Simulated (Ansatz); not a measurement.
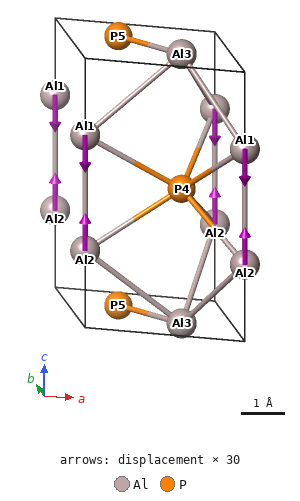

This is a relaxation of a crystal of Al3P2 (a generated structure, set up in P-6m2). The starting structure is drawn; purple arrows show the displacements (the part carried along by the change of the cell is left out), magnified 30 times.

The picture is a ball-and-stick view of the cell of the calculation, seen slightly off an axis.

Computed with DFT PBE, scalar-relativistic, plane waves, PAW (Ansatz). (plane-wave cutoff 420 eV; k-point mesh 12 × 12 × 6; occupations gaussian; smearing width 0.1 eV; no spin polarisation; cell and atoms relaxed; force threshold 0.01 eV/Å; at most 80 steps)

### Which element moves most?

Aluminium: up to 0.030 Å, against 0.000 Å for phosphorus.

### Describe the change and its energy.

The largest moves relative to the cell, 0.030 Å, are those of Al1 and Al2. Al1 goes along −c. P stays in place. The volume changes by +1.2 %, with a = b 3.994 → 3.968 Å (−0.6 %), c 6.528 → 6.694 Å (+2.5 %). Near-neighbour distances that change, for instance: Al1–Al3 2.967 → 3.005 Å, Al3–P5 2.306 → 2.291 Å, Al1–P4 2.696 → 2.686 Å, Al1–Al2 2.793 → 2.803 Å. The space group stays P-6m2 (No. 187). The energy falls by 3.4 meV per cell of the calculation in 3 accepted moves (7 points after the start). Largest force component: 0.0058 eV/Å at the start, 0.00016 eV/Å at the end. Pressure: 0.03 GPa at the start and 0.01 GPa at the end. The line search rejected the trial steps at points 2, 3, 5 of the run. The SCF was repeated once at an unchanged geometry on a basis and grid sized afresh for the cell, which shifted the energy by 0.4 meV per cell of the calculation at most. The run took 90 s on 1 thread of Intel(R) Xeon(R) Platinum 8488C (Sapphire Rapids), with other jobs on the host, peak memory 0.45 GiB.
